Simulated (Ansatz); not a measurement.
# H3O (doublet): correlated methods under varied settings at distance O1–H3 along a hydrogen transfer = 1.027 Å

Aim: run H3O (doublet) at one geometry under a spread of methods and options, and see what each costs and gives.

Program: Ansatz 0.2.0, Gaussian basis. Level of theory: the settings change from run to run. These are calculated values, not measurements.

13 further runs of the same task are left out: 1 that didn't finish, 12 set aside as unsound or not needed.

**1. What is computed**

The geometry derives from fragments relaxed apart (PBE0/def2-TZVP) and kept rigid, so it is no stationary point. A hydrogen atom is moved between rigid fragments.

4 atoms, charge 0, spin multiplicity 2.

Atoms are counted from 1 here; the program's logs count them from 0.

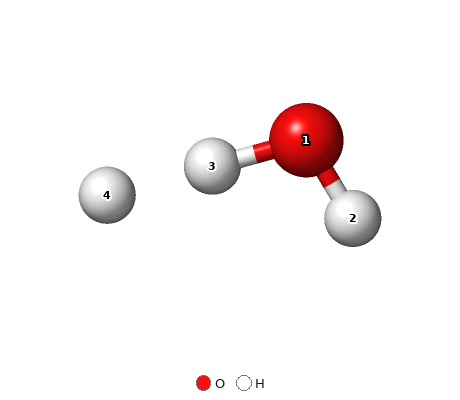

The geometry (oxygen red, hydrogen white); atoms are numbered from 1 in the order of the file.

**2. MP2 on ROHF/def2-TZVP**

in.yaml

```yaml
crystal:
  periodic: [false, false, false]
  atoms:
    - {symbol: O, position_ang: [-0.156553, -0.049094, 0.000000]}
    - {symbol: H, position_ang: [-0.405863, 0.877481, 0.000000]}
    - {symbol: H, position_ang: [0.870447, -0.049094, 0.000000]}
    - {symbol: H, position_ang: [2.020447, -0.049094, 0.000000]}
basis:
  gaussian: {orbitals: def2-TZVP}
magnetization: {spin_polarized: false, initial_magnetization: 1}
correlation: {method: mp2, electrons: all}
```

Started as:

```bash
> ansatz run in.yaml --threads 1 --pin off --events-out ev --progress --plain --max-ram 2393MiB
```

The program printed:

```text
Functional definition: HF
  name "HF"
  cite "Fock, Z. Phys. 61, 126 (1930) doi:10.1007/BF01340294"
  parent pbe
  exchange = exact_x
  correlation = 0
355 factors; integrals over basis functions are off by at most 2.0e-3 eV
mean field evaluation 1: about -2080.0587 eV, gradient 3.2e1 eV
mean field evaluation 2: about -2080.0591 eV, gradient 3.2e1 eV
mean field evaluation 4: about -2082.4153 eV, gradient 3.1e0 eV
mean field evaluation 8: about -2082.5147 eV, gradient 4.0e-4 eV
mean field -2082.51466271 eV, -76.5310022755 hartree, gradient 1.2e-6 eV, S^2 0.750000; 0 other end points of the search recorded, 0 dependent functions left out
mean field evaluation 16: about -2082.5084 eV, gradient 2.4e0 eV
mean field evaluation 32: about -2081.9585 eV, gradient 9.6e0 eV
reference -2082.51466271 eV, -76.5310022755 hartree; 6, 5 occupied and 43, 44 virtual orbitals, 355 factors
second order -7.66485539 eV of doubles, -0.03209442 eV of singles
Total energy: -2090.21161252 eV, -76.8138599639 hartree
```

Wall time 0.3 s (1 thread of Arm Neoverse V1, shared host).

**3. MRCISD+Q(relaxed)(3,2)/6-31G**

Edit in.yaml of step 2 so:

```diff
@@ -8,4 +8,4 @@
 basis:
-  gaussian: {orbitals: def2-TZVP}
+  gaussian: {orbitals: 6-31G}
 magnetization: {spin_polarized: false, initial_magnetization: 1}
-correlation: {method: mp2, electrons: all}
+correlation: {method: fic_mrcisd_q_relaxed, electrons: outside_noble_gas, active_space: {window: {electrons: 3, orbitals: 2}}}
```

Launched as before.

The program printed (excerpt; [...] marks lines left out):

```text
Functional definition: HF
  name "HF"
  cite "Fock, Z. Phys. 61, 126 (1930) doi:10.1007/BF01340294"
  parent pbe
[...]
171 factors; integrals over basis functions are off by at most 5.0e-4 eV
[...]
mean field -2080.45627069 eV, -76.4553577640 hartree, gradient 2.6e-6 eV, S^2 0.750000; 0 other end points of the search recorded, 0 dependent functions left out
reference -2080.45627069 eV, -76.4553577640 hartree; 6, 5 occupied and 9, 10 virtual orbitals, 171 factors
state -2080.45627069 eV, -76.4553577640 hartree
contracted CI cycle   1: correlation 0.00000000 eV, 0.0000000000 hartree, residual 1.86e1 eV
contracted CI cycle   2: correlation -3.54886669 eV, -0.1304184453 hartree, residual 3.03e0 eV
contracted CI cycle   3: correlation -3.69921768 eV, -0.1359437422 hartree, residual 8.62e-1 eV
contracted CI cycle   4: correlation -3.71140440 eV, -0.1363915960 hartree, residual 2.77e-1 eV
contracted CI cycle   5: correlation -3.71344994 eV, -0.1364667682 hartree, residual 1.26e-1 eV
contracted CI cycle   6: correlation -3.71380722 eV, -0.1364798981 hartree, residual 5.34e-2 eV
contracted CI cycle   7: correlation -3.71385992 eV, -0.1364818348 hartree, residual 1.61e-2 eV
contracted CI cycle   8: correlation -3.71386452 eV, -0.1364820036 hartree, residual 4.65e-3 eV
contracted CI cycle   9: correlation -3.71386498 eV, -0.1364820205 hartree, residual 1.66e-3 eV
contracted CI cycle  10: correlation -3.71386503 eV, -0.1364820224 hartree, residual 5.56e-4 eV
state -2080.45627069 eV, -76.4553577640 hartree; corrected -2084.35414473 eV, -76.5986019927 hartree
WARN: 1 active orbitals are nearly empty or full. The corrections depend on them more than the energy does, and are more stable in an active space without them
Total energy: -2084.35414473 eV, -76.5986019927 hartree
```

Wall time 0.27 s (1 thread of Arm Neoverse V1, shared host).

From the report: 1 determinant; active occupations 2.00, 1.00. The report marks this result as in doubt.

**4. NEVPT2(5,3)/6-31G**

Edit in.yaml of step 3 so:

```diff
@@ -10,2 +10,4 @@
 magnetization: {spin_polarized: false, initial_magnetization: 1}
-correlation: {method: fic_mrcisd_q_relaxed, electrons: outside_noble_gas, active_space: {window: {electrons: 3, orbitals: 2}}}
+hamiltonian: {pseudopotentials: {relativity: none}}
+correlation: {method: sc_nevpt2, electrons: valence, active_space: {window: {electrons: 5, orbitals: 3}}}
+accuracy: high
```

The command is unchanged.

The program printed:

```text
Functional definition: HF
  name "HF"
  cite "Fock, Z. Phys. 61, 126 (1930) doi:10.1007/BF01340294"
  parent pbe
  exchange = exact_x
  correlation = 0
278 factors; integrals over basis functions are off by at most 8.3e-9 eV
mean field evaluation 1: about -2078.3673 eV, gradient 2.8e1 eV
mean field evaluation 2: about -2078.3684 eV, gradient 2.8e1 eV
mean field evaluation 4: about -2080.3836 eV, gradient 2.7e0 eV
mean field evaluation 8: about -2080.4563 eV, gradient 1.3e-4 eV
mean field evaluation 16: about -2080.4563 eV, gradient 2.4e-8 eV
mean field -2080.45630456 eV, -76.4553590087 hartree, gradient 2.4e-8 eV, S^2 0.750000; 0 other end points of the search recorded, 0 dependent functions left out
reference -2080.45630456 eV, -76.4553590087 hartree; 6, 5 occupied and 9, 10 virtual orbitals, 278 factors
state -2080.45630456 eV, -76.4553590087 hartree
state -2080.45630456 eV, -76.4553590087 hartree; corrected -2083.95067049 eV, -76.5837745880 hartree
WARN: 2 active orbitals are nearly empty or full. The corrections depend on them more than the energy does, and are more stable in an active space without them
Total energy: -2083.95067049 eV, -76.5837745880 hartree
```

It took 0.15 s on 1 thread of Arm Neoverse V1, shared host.

From the report: 2 determinants; active occupations 2.00, 2.00, 1.00. The report marks this result as in doubt.

**5. CCSDT on UHF/STO-3G**

in.yaml

```yaml
crystal:
  periodic: [false, false, false]
  atoms:
    - {symbol: O, position_ang: [-0.156553, -0.049094, 0.000000]}
    - {symbol: H, position_ang: [-0.405863, 0.877481, 0.000000]}
    - {symbol: H, position_ang: [0.870447, -0.049094, 0.000000]}
    - {symbol: H, position_ang: [2.020447, -0.049094, 0.000000]}
basis:
  gaussian: {orbitals: STO-3G}
magnetization: {spin_polarized: true, initial_magnetization: 1}
correlation: {method: ccsdt, electrons: outside_noble_gas}
output: {forces: true}
```

Same command.

The program printed (excerpt; [...] marks lines left out):

```text
Functional definition: HF
  name "HF"
  cite "Fock, Z. Phys. 61, 126 (1930) doi:10.1007/BF01340294"
  parent pbe
[...]
107 factors; integrals over basis functions are off by at most 6.0e-8 eV
[...]
mean field -2052.16077770 eV, -75.4155175760 hartree, gradient 6.8e-7 eV, S^2 0.772878; 1 other end points of the search recorded, 0 dependent functions left out
determinant -2052.16077770 eV, -75.4155175760 hartree, with singles and doubles -2053.64478194 eV, -75.4700537257 hartree
determinant -2049.17827349 eV, -75.3059125677 hartree, with singles and doubles -2050.57959612 eV, -75.3574102247 hartree
1 core orbitals not correlated: weight in the atoms' cores, before any rotation towards them, 1.000 or more for the frozen orbitals, at most 0.000 for the correlated occupied ones
reference -2052.16077770 eV, -75.4155175760 hartree; 5, 4 occupied and 2, 3 virtual orbitals, 107 factors
second order -1.01535873 eV of doubles, -0.00000000 eV of singles
cycle   1  -1.29365825 eV  change   -2.8e-1 eV  update   4.2e-2
[...]
cycle  13  -1.49056192 eV  change   -6.8e-8 eV  update   1.6e-7
[...]
Total energy: -2053.65133963 eV, -75.4702947164 hartree
Atom 0 at    -0.156553    -0.049094     0.000000 Å, force    -1.450864    -4.682406    -0.000000 eV/Å
Atom 1 at    -0.405863     0.877481     0.000000 Å, force    -0.227258     4.021232    -0.000000 eV/Å
Atom 2 at     0.870447    -0.049094     0.000000 Å, force     1.041952     0.562968     0.000000 eV/Å
Atom 3 at     2.020447    -0.049094     0.000000 Å, force     0.636171     0.098205     0.000000 eV/Å
Dipole moment:     0.153885     0.257950     0.000000 e Å
```

It took 0.51 s on 1 thread of Arm Neoverse V1, shared host.

From the report: ⟨S²⟩ of the determinant 0.773 (pure doublet: 0.75); correlation -1.4906 eV; T1 0.012; largest double amplitude 0.07.

**6. CCSD/cc-pVDZ**

Edit in.yaml of step 5 so:

```diff
@@ -8,5 +8,6 @@
 basis:
-  gaussian: {orbitals: STO-3G}
+  gaussian: {orbitals: cc-pVDZ}
 magnetization: {spin_polarized: true, initial_magnetization: 1}
-correlation: {method: ccsdt, electrons: outside_noble_gas}
-output: {forces: true}
+hamiltonian: {xc: {name: PBE}}
+correlation: {method: ccsd, electrons: valence, diis_vectors: 4}
+accuracy: high
```

Same command.

The program printed (excerpt; [...] marks lines left out):

```text
Functional definition: PBE
  name "PBE"
  cite "Perdew, Burke & Ernzerhof, Phys. Rev. Lett. 77, 3865 (1996) doi:10.1103/PhysRevLett.77.3865"
  parent pbe
[...]
535 factors; integrals over basis functions are off by at most 3.6e-9 eV
[...]
mean field -2090.57919757 eV, -76.8273684653 hartree, gradient 6.6e-8 eV, S^2 0.752620; 1 other end points of the search recorded, 0 dependent functions left out
1 core orbitals not correlated: weight in the atoms' cores, before any rotation towards them, 1.000 or more for the frozen orbitals, at most 0.000 for the correlated occupied ones
reference -2081.37368172 eV, -76.4890719974 hartree; 5, 4 occupied and 23, 24 virtual orbitals, 535 factors
second order -5.93013767 eV of doubles, -0.21397327 eV of singles
cycle   1  -6.12140648 eV  change    2.3e-2 eV  update   4.3e-2
[...]
cycle  23  -6.28671930 eV  change  -4.2e-10 eV  update  7.2e-10
Total energy: -2087.66040102 eV, -76.7201046705 hartree
```

It took 1.9 s on 1 thread of Arm Neoverse V1, shared host.

From the report: ⟨S²⟩ of the determinant 0.753 (pure doublet: 0.75); correlation -6.2867 eV; T1 0.022; largest double amplitude 0.05. The orbitals are Kohn-Sham ones, so correlation energy and T1 don't compare with those on Hartree-Fock orbitals.

**7. NEVPT4(SD)(3,3)/cc-pVDZ**

in.yaml

```yaml
crystal:
  periodic: [false, false, false]
  atoms:
    - {symbol: O, position_ang: [-0.156553, -0.049094, 0.000000]}
    - {symbol: H, position_ang: [-0.405863, 0.877481, 0.000000]}
    - {symbol: H, position_ang: [0.870447, -0.049094, 0.000000]}
    - {symbol: H, position_ang: [2.020447, -0.049094, 0.000000]}
basis:
  gaussian: {orbitals: cc-pVDZ, fitting: {mean_field: def2-universal-jkfit}}
magnetization: {spin_polarized: false, initial_magnetization: 1}
correlation: {method: fic_nevpt4_sd, electrons: outside_noble_gas, active_space: {window: {electrons: 3, orbitals: 3}}}
```

Launched as before.

The program printed:

```text
Functional definition: HF
  name "HF"
  cite "Fock, Z. Phys. 61, 126 (1930) doi:10.1007/BF01340294"
  parent pbe
  exchange = exact_x
  correlation = 0
131 factors; integrals over basis functions are off by at most 4.0e-1 eV
mean field evaluation 1: about -2079.4643 eV, gradient 2.9e1 eV
mean field evaluation 2: about -2080.5844 eV, gradient 2.1e1 eV
mean field evaluation 4: about -2081.6193 eV, gradient 9.0e-1 eV
mean field evaluation 8: about -2081.6286 eV, gradient 2.8e-6 eV
mean field -2081.62863844 eV, -76.4984414840 hartree, gradient 2.8e-6 eV, S^2 0.750000; 0 other end points of the search recorded, 0 dependent functions left out
reference -2081.62863844 eV, -76.4984414840 hartree; 6, 5 occupied and 23, 24 virtual orbitals, 131 factors
state -2082.28872896 eV, -76.5226993633 hartree
state -2082.28872896 eV, -76.5226993633 hartree; corrected -2087.73022455 eV, -76.7226706378 hartree
Total energy: -2087.73022455 eV, -76.7226706378 hartree
```

It took 0.3 s on 1 thread of Arm Neoverse V1, shared host.

From the report: 9 determinants; active occupations 1.97, 1.00, 0.02.

**8. HF/6-31G**

in.yaml

```yaml
crystal:
  periodic: [false, false, false]
  atoms:
    - {symbol: O, position_ang: [-0.156553, -0.049094, 0.000000]}
    - {symbol: H, position_ang: [-0.405863, 0.877481, 0.000000]}
    - {symbol: H, position_ang: [0.870447, -0.049094, 0.000000]}
    - {symbol: H, position_ang: [2.020447, -0.049094, 0.000000]}
basis:
  gaussian: {orbitals: 6-31G}
magnetization: {spin_polarized: false, initial_magnetization: 1}
hamiltonian: {xc: hf}
output: {orbitals: {seedname: orbitals}}
```

Launched as before.

The program printed:

```text
Functional definition: HF
  name "HF"
  cite "Fock, Z. Phys. 61, 126 (1930) doi:10.1007/BF01340294"
  parent pbe
  exchange = exact_x
  correlation = 0
171 factors; integrals over basis functions are off by at most 5.0e-4 eV
mean field evaluation 1: about -2078.3673 eV, gradient 2.8e1 eV
mean field evaluation 2: about -2078.3684 eV, gradient 2.8e1 eV
mean field evaluation 4: about -2080.3836 eV, gradient 2.7e0 eV
mean field evaluation 8: about -2080.4563 eV, gradient 1.3e-4 eV
mean field -2080.45627069 eV, -76.4553577640 hartree, gradient 3.1e-5 eV, S^2 0.750000; 0 other end points of the search recorded, 0 dependent functions left out
reference -2080.45627069 eV, -76.4553577640 hartree; 6, 5 occupied and 9, 10 virtual orbitals, 171 factors
Total energy: -2080.45627069 eV, -76.4553577640 hartree
```

Run time: 0.06 s. Hardware: 1 thread of Arm Neoverse V1, shared host.

**9. CCSDT(Q)/6-31G**

Edit in.yaml of step 8 so:

```diff
@@ -10,3 +10,6 @@
 magnetization: {spin_polarized: false, initial_magnetization: 1}
-hamiltonian: {xc: hf}
-output: {orbitals: {seedname: orbitals}}
+hamiltonian: {xc: {name: PBE}}
+correlation: {method: ccsdt_q, electrons: outside_noble_gas, diis_vectors: 1}
+accuracy: high
+scf: {lower_state_search: full}
+output: {forces: true}
```

Launched as before.

The program printed (excerpt; [...] marks lines left out):

```text
Functional definition: PBE
  name "PBE"
  cite "Perdew, Burke & Ernzerhof, Phys. Rev. Lett. 77, 3865 (1996) doi:10.1103/PhysRevLett.77.3865"
  parent pbe
[...]
278 factors; integrals over basis functions are off by at most 8.3e-9 eV
[...]
mean field -2089.59931562 eV, -76.7913584678 hartree, gradient 1.8e-8 eV, S^2 0.750000; 4 other end points of the search recorded, 0 dependent functions left out
[...]
1 core orbitals not correlated: weight in the atoms' cores, before any rotation towards them, 1.000 or more for the frozen orbitals, at most 0.000 for the correlated occupied ones
reference -2080.12412343 eV, -76.4431515773 hartree; 5, 4 occupied and 9, 10 virtual orbitals, 278 factors
second order -3.84320391 eV of doubles, -0.25850972 eV of singles
cycle   1  -4.02974812 eV  change    7.4e-2 eV  update   4.7e-2
[...]
cycle  32  -4.24453718 eV  change   7.5e-11 eV  update   1.1e-9
perturbative correction -0.01453237 eV, -0.0005340549 hartree
[...]
Total energy: -2084.38319299 eV, -76.5996694966 hartree
Atom 0 at    -0.156553    -0.049094     0.000000 Å, force     0.791912    -0.815105     0.000000 eV/Å
Atom 1 at    -0.405863     0.877481     0.000000 Å, force    -0.576516     1.109406     0.000000 eV/Å
Atom 2 at     0.870447    -0.049094     0.000000 Å, force    -1.380055    -0.333126     0.000000 eV/Å
Atom 3 at     2.020447    -0.049094     0.000000 Å, force     1.164659     0.038825     0.000000 eV/Å
Dipole moment:     0.280208     0.408230    -0.000000 e Å
```

Run time: 13 s. Hardware: 1 thread of Arm Neoverse V1, shared host.

From the report: correlation -4.2591 eV; T1 0.027; largest double amplitude 0.05. The orbitals are Kohn-Sham ones, so correlation energy and T1 don't compare with those on Hartree-Fock orbitals.

**10. The runs in one table**

Where basis and cores are those of an earlier FCI/6-31G run (-2084.3974 eV), and the state is the same kind, the miss against it is given. † marks a result that the program doubts.

| level | correlated | functions | energy (eV) | from FCI (meV) | time |
| --- | --- | --- | --- | --- | --- |
| MP2 on ROHF/def2-TZVP | all | 49 | -2090.2116 |  | 0.3 s |
| MRCISD+Q(relaxed)(3,2)/6-31G † | outside noble gas | 15 | -2084.3541 | 43.2 | 0.27 s |
| NEVPT2(5,3)/6-31G † | valence | 15 | -2083.9507 |  | 0.15 s |
| CCSDT on UHF/STO-3G | outside noble gas | 8 | -2053.6513 |  | 0.51 s |
| CCSD/cc-pVDZ (on PBE orbitals) | valence | 29 | -2087.6604 |  | 1.9 s |
| NEVPT4(SD)(3,3)/cc-pVDZ | outside noble gas | 29 | -2087.7302 |  | 0.3 s |
| HF/6-31G |  | 15 | -2080.4563 | 3941.1 | 0.06 s |
| CCSDT(Q)/6-31G (on PBE orbitals) | outside noble gas | 15 | -2084.3832 | 14.2 | 13 s |

**11. Summary of results**

```
quantity                                   value
    runs                                       8
quickest                        HF/6-31G, 0.06 s
 slowest  CCSDT(Q)/6-31G (on PBE orbitals), 13 s
```

Total energies in different bases, with other cores or another treatment of relativity can't be set against each other. CCSDT(Q)/6-31G (on PBE orbitals) took 209 times as long as HF/6-31G; the jobs differ in more than the method. Among the correlated runs with a miss given, it spans +14 to +43 meV. Hartree-Fock, CASSCF and CASCI lack dynamic correlation by design. Cores frozen from Kohn-Sham orbitals shift the total energy.
